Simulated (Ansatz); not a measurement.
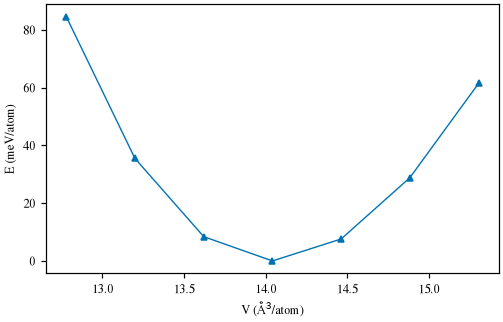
Figure: TaSi₂ in space group P6_422 (No. 181; Ta on 3c, Si on 6i) under volume change, LDA (plane waves, PAW; program Ansatz), shape and atoms relaxed at each volume.

### Question
What does a third-order Birch–Murnaghan fit give for V₀, B₀ and B′?

### Answer
V₀ = 14.04 Å³/atom, B₀ = 202 GPa, B′ = 4.3.

The workflow started from an entry of the Crystallography Open Database (COD), which files this formula under 2 space groups. Whether it is the stable phase at ambient conditions was not checked. Symmetry was held in the LDA relaxation; its stability against distortions is not shown here. No spin polarisation was allowed. Spin–orbit coupling is left out wherever it is not named.

Potentials: the later of the program's two PAW sets.
